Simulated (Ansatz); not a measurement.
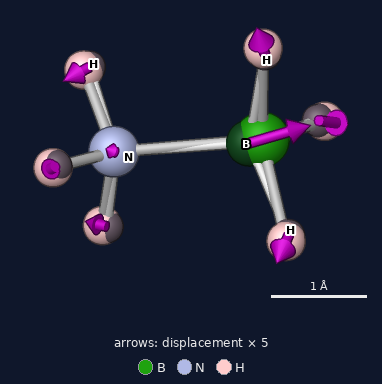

This is a relaxation of BNH6 (coarse preliminary run). The starting structure is drawn faded, the final one solid; purple arrows show the displacements, magnified 5 times. The two geometries are superimposed by the best rigid fit.

A ball-and-stick model, seen at a tilt.

The start comes from a force field.

These are results of Ansatz, RKS PBE-D4/def2-SVP, not measurements. Set-up: force threshold 0.03 eV/Å; at most 200 steps.

**Describe the change and its energy.**

The atom that moves furthest after the best rigid fit is the B atom (0.14 Å). Largest moves by element: B 0.14 Å, H 0.12 Å, N 0.03 Å. Among the contacts that change: B–N 1.497 → 1.643 Å, B–H 1.171 → 1.233 Å, H–N 1.072 → 1.030 Å, B–H 1.202 → 1.233 Å. Bond angles that change, for instance: H–B–H 103.2° → 113.3°, N–B–H 114.7° → 105.3°, N–B–H 112.5° → 105.3°. Over 3 geometry steps the energy falls by 10.0 kcal/mol. Largest force component: 2.8 eV/Å at the start, 0.019 eV/Å at the end.
